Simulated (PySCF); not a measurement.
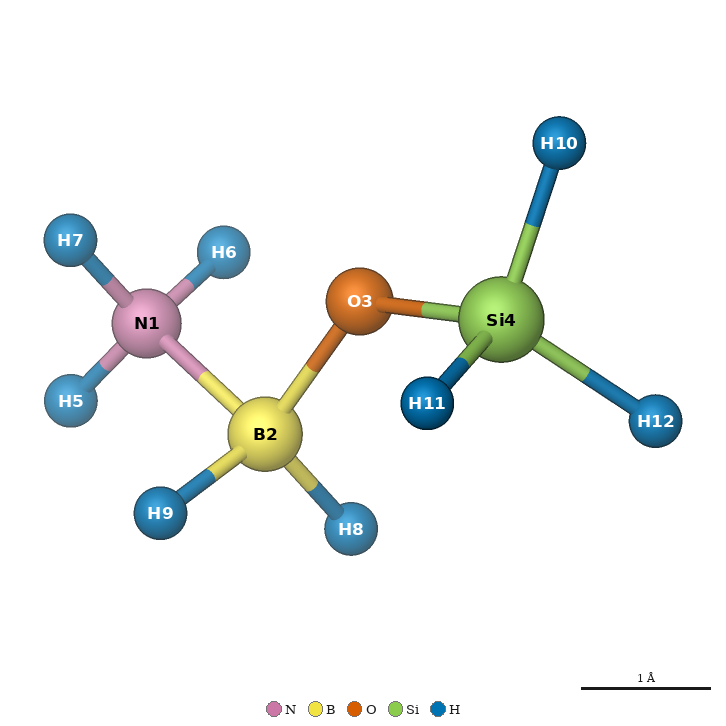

Orthographic view. Atoms fade into the background with distance from the viewer. The computed structure is the end point of a PBE0-D3(BJ)/def2-SVP optimisation. No frequency run is at hand to confirm it as a minimum.

Write a Z-matrix (Å, degrees) in the order of the atom numbers, with these reference atoms: 2 to 1; 3 to 2, 1; 4 to 3, 2, 1; 5 to 1, 2, 3; 6 to 1, 5, 2; 7 to 1, 5, 6; 8 to 2, 3, 4; 9 to 2, 8, 3; 10 to 4, 3, 2; 11 to 4, 10, 3; 12 to 4, 10, 11.

```
N  
B    1   1.639
O    2   1.443   1   102.3
Si   3   1.644   2   129.1   1   178.8
H    1   1.020   2   111.8   3   179.8
H    1   1.021   5   108.9   2   121.4
H    1   1.021   5   108.9   6   117.2
H    2   1.233   3   115.5   4   -68.6
H    2   1.234   8   112.9   3  -136.0
H    4   1.495   3   108.0   2  -179.1
H    4   1.499  10   108.3   3  -121.7
H    4   1.499  10   108.3  11  -116.7
```
